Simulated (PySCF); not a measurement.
Te(NH2)(OSiH3), H₅NOSiTe, SMILES N[Te]O[SiH3], singlet, CAM-B3LYP/def2-SVP optimised geometry. Atoms within 1.6 Å of the plane z = 0.6 Å (x, y, z in Å): Te1 (-1.99, -1.23, 0.00), N2 (-2.41, 0.71, 0.00), H3 (-2.16, 1.23, 0.84), H4 (-2.21, 1.23, -0.85), O5 (0.01, -1.23, 0.00), H8 (2.41, -1.07, -0.83).

Level of theory: CAM-B3LYP/def2-TZVP, def2 effective core potentials past Kr (PySCF 2.14.0). The core electrons that the potentials of Te replace are not part of the density.

Map of the Laplacian of the electron density (e/bohr⁵), clipped to [-1.50, 1.50] on the plane z = 0.6 Å:

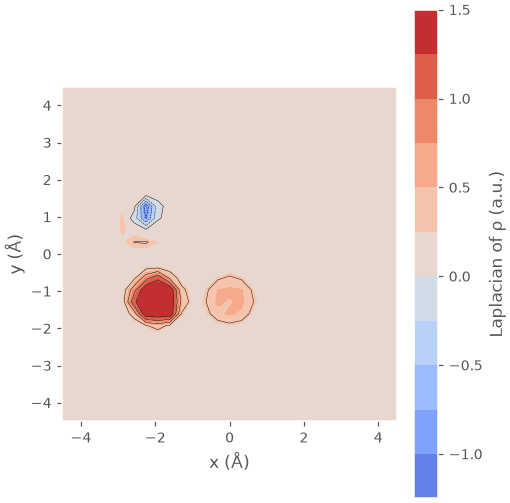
Figure: Laplacian of the electron density (e/bohr⁵), clipped to [-1.50, 1.50] on the plane z = 0.6 Å.
